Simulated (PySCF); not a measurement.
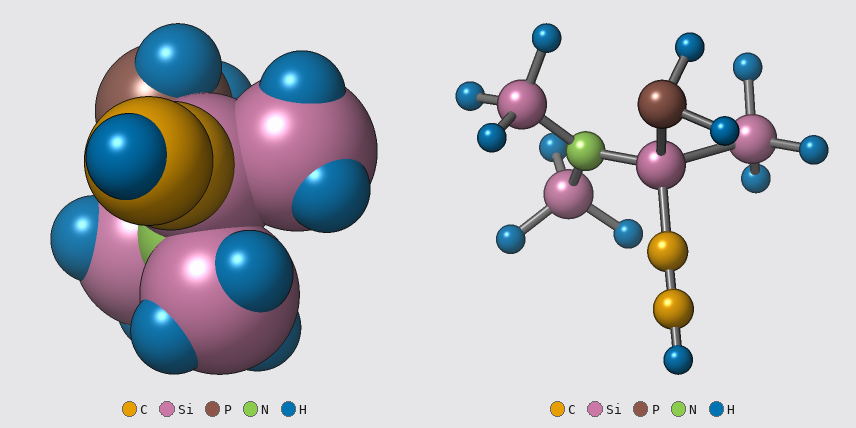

Both panels show the same species.

The computed structure is the end point of a PBE0-D3(BJ)/def2-SVP optimisation. No frequency run is at hand to confirm it as a minimum.

Give the formula.

Answer. C2H12NPSi4, 20 atoms: 2 carbon, 12 hydrogen, 1 nitrogen, 1 phosphorus and 4 silicon.

How many bonds of each kind are drawn?

Answer. 9 Si–H, 3 N–Si, 2 P–H, 1 C–C, 1 C–Si, 1 Si–Si, 1 P–Si, 1 C–H.

Name functional groups in it.

Answer. Among them: alkyne, Si–H bond, Si–N bond.

More results for the same structure follow; atom numbers are the same in all pictures, views and colours differ.

### Geometry

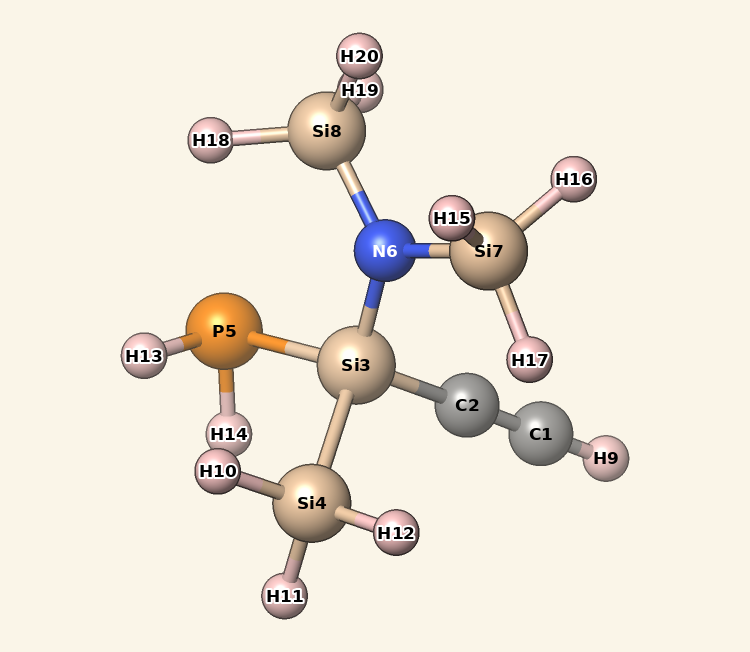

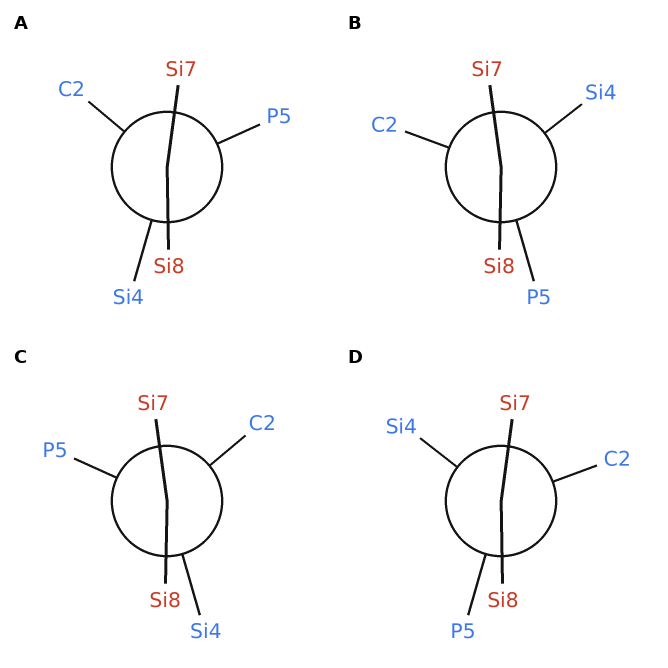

Depth is shown by fading: the farther an atom, the more it takes the colour of the background. Bonds that would overlap in a projection are set slightly apart. No frequency run is at hand to confirm it as a minimum.

Which Newman projection shows the view along N6–Si3, with N6 in front?

Answer. B. The torsion angle Si7–N6–Si3–P5 is −178°, antiperiplanar (anti).

### Quadrupole coupling

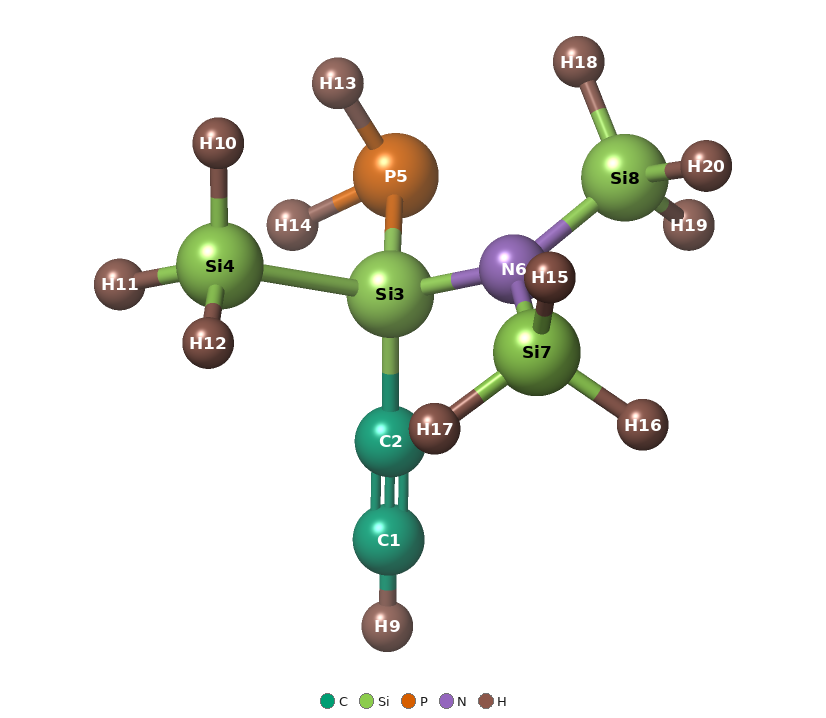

No frequency run is at hand to confirm it as a minimum. Electric field gradients from the ground-state density, PBE0/pcSseg-1 (PySCF 2.14.0), non-relativistic apart from any core potentials.

Give the largest field-gradient component, the quadrupole coupling constant and the asymmetry for 14N at N6 (Q = 20.44 mb), 2H at H9 (Q = 2.86 mb), 2H at H10 (Q = 2.86 mb), 2H at H11 (Q = 2.86 mb), 2H at H12 (Q = 2.86 mb).

| atom | V_zz (a.u.) | e²qQ/h (MHz) | η |
| --- | --- | --- | --- |
| N6 | −0.624 | −3.00 | 0.05 |
| H9 | 0.337 | 0.227 | 0.00 |
| H10 | 0.140 | 0.094 | 0.01 |
| H11 | 0.141 | 0.095 | 0.01 |
| H12 | 0.141 | 0.095 | 0.01 |

### Bond orders

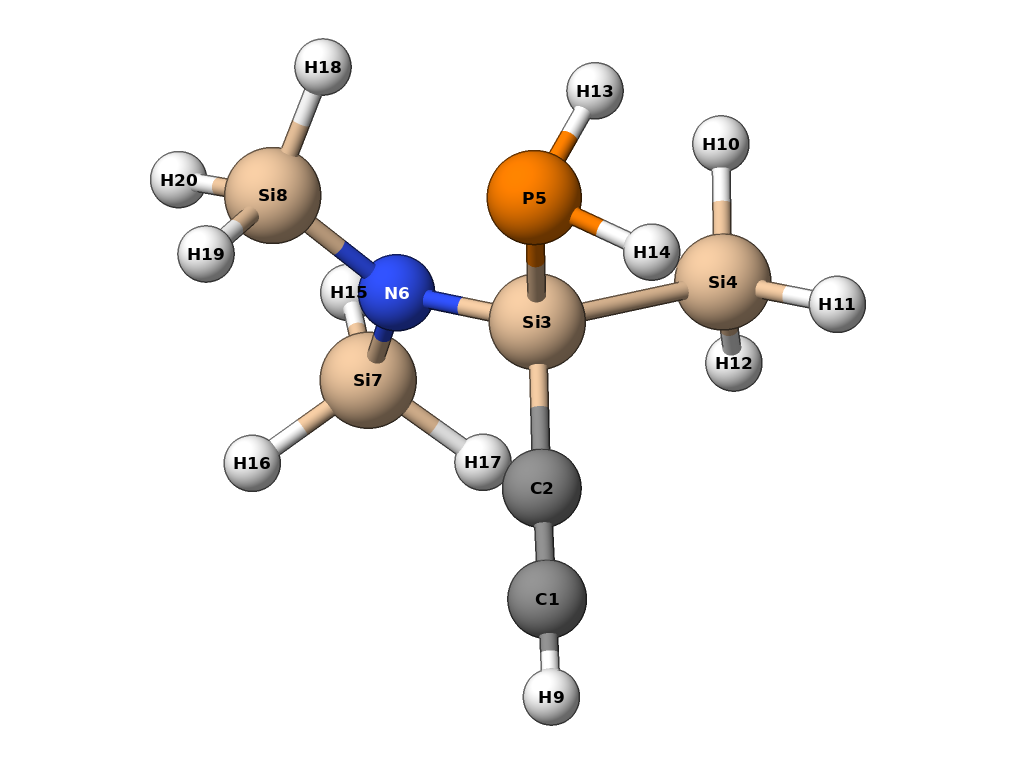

Every bond is drawn as one stick. No frequency run is at hand to confirm it as a minimum. Level of theory: PBE0/pcSseg-1 (PySCF 2.14.0).

Which bond between heavy atoms has the highest Mayer bond order?

Answer. C1–C2, 2.57, at a length of 1.218 Å.

List the Mayer bond orders of C1–C2, C2–Si3, Si3–Si4, Si3–P5, Si3–N6, N6–Si7, N6–Si8 (bonds between heavy atoms, one of each equivalent set).

```json
{"bond": "C1–C2", "Mayer order": "2.57", "length (Å)": "1.218"}
{"bond": "C2–Si3", "Mayer order": "0.84", "length (Å)": "1.838"}
{"bond": "Si3–Si4", "Mayer order": "0.90", "length (Å)": "2.344"}
{"bond": "Si3–P5", "Mayer order": "1.00", "length (Å)": "2.272"}
{"bond": "Si3–N6", "Mayer order": "0.88", "length (Å)": "1.753"}
{"bond": "N6–Si7", "Mayer order": "0.86", "length (Å)": "1.760"}
{"bond": "N6–Si8", "Mayer order": "0.88", "length (Å)": "1.758"}
```

### Dipole moment

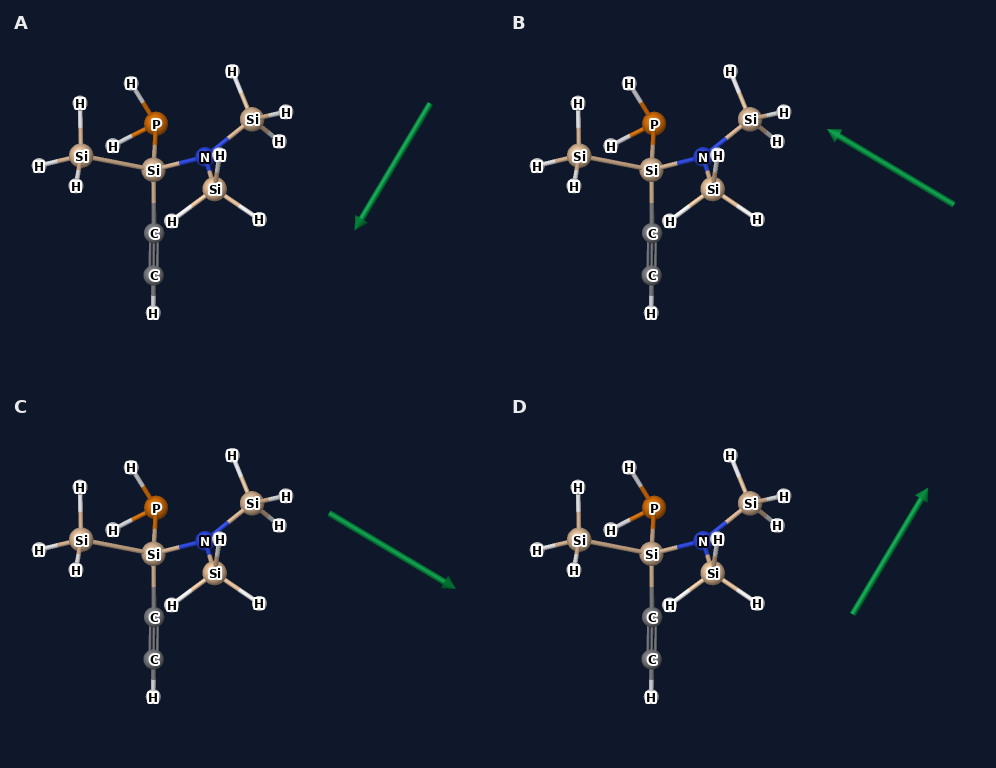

The same molecule four times, each with an arrow. No frequency run is at hand to confirm it as a minimum. Properties computed with PBE0/def2-SVPD, gas phase (PySCF 2.14.0).

Which arrow points along the dipole moment, from the negative to the positive end?

Answer. A. The dipole moment is 0.73 D.

### Polarisability

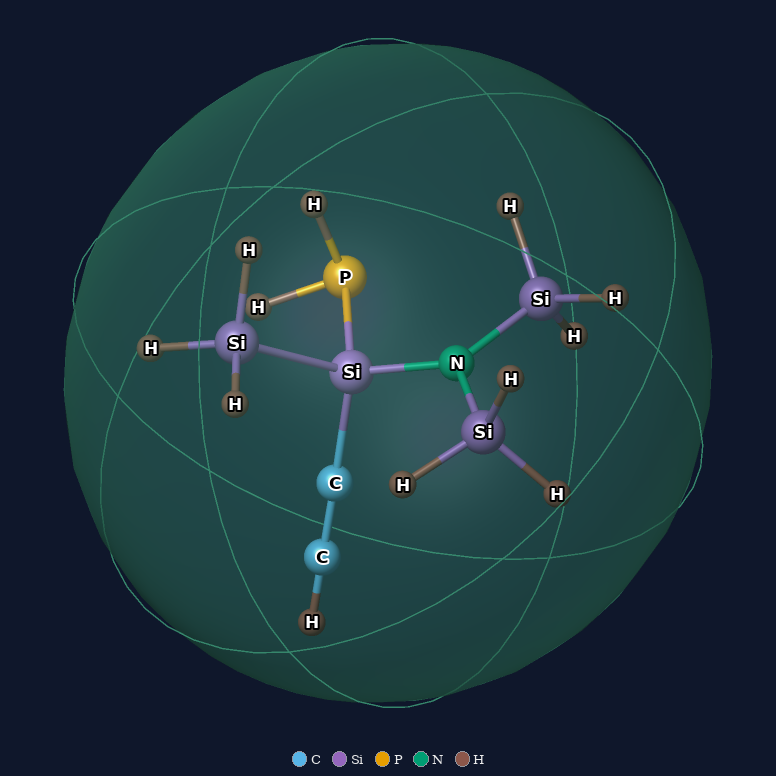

The ellipsoid shows the static dipole polarisability: its half-axes are proportional to the principal values. No frequency run is at hand to confirm it as a minimum. Computed with PBE0/def2-SVPD (PySCF 2.14.0).

How large and how anisotropic is the polarisability?

Answer. Principal values 162.6, 168.4, 174.1 bohr³; mean 168.4 bohr³ (24.95 Å³); anisotropy 10.0 bohr³, so the longest axis is 1.07 times the shortest.
